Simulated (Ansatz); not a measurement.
```yaml
atoms:
  - { symbol: B, position_ang: [0.4643, -2.2072, 0.7257] }
  - { symbol: Cl, position_ang: [-0.8066, -0.1921, 3.0605] }
  - { symbol: Cl, position_ang: [-2.8168, -1.7272, 0.9545] }
  - { symbol: Cl, position_ang: [-1.3694, -3.4751, 3.4217] }
  - { symbol: N, position_ang: [0.3542, -0.8775, -0.1889] }
  - { symbol: Si, position_ang: [-1.0297, -2.0023, 2.0233] }
  - { symbol: H, position_ang: [-0.5642, -0.8231, -0.6401] }
  - { symbol: H, position_ang: [0.4615, -0.0330, 0.3807] }
  - { symbol: H, position_ang: [1.0690, -0.8624, -0.9179] }
  - { symbol: H, position_ang: [0.2910, -3.1723, 0.0034] }
  - { symbol: H, position_ang: [1.5468, -2.1906, 1.2833] }
```

Geometry: PBE0-D4/def2-SVP.

Level of theory: isolated molecule in a Gaussian basis; Kohn-Sham density functional theory, functional PBE0 in Ansatz.

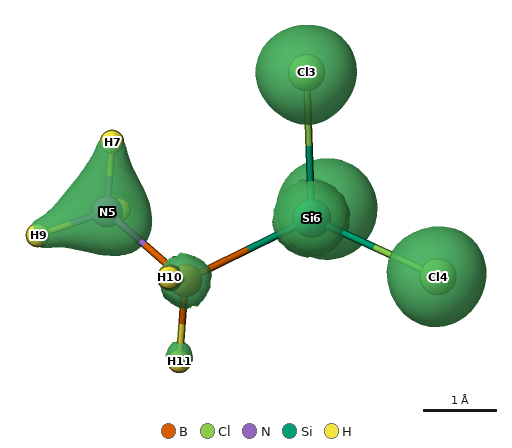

BCl3H5NSi (SMILES [NH3+][BH2-][Si](Cl)(Cl)Cl). Isosurface of the electron density at 1.5 e/Å³ (green), seen at a tilt.

> What does this surface tell about the bonding?

At this value the surface falls into eight separate pieces. It bridges the sampled N–H (1.02 Å) contacts, where the density stays above the isovalue. It is pinched off along the sampled B–N (1.62 Å), Si–B (1.99 Å) and Si–Cl (2.06 Å) contacts. On the grid the lowest density along these lines, outside the cores, is 0.79 e/Å³ (B–N, 1.62 Å), 0.8 e/Å³ (Si–B, 1.99 Å), 0.63 e/Å³ (Si–Cl, 2.06 Å) and 2.3 e/Å³ (N–H, 1.02 Å).
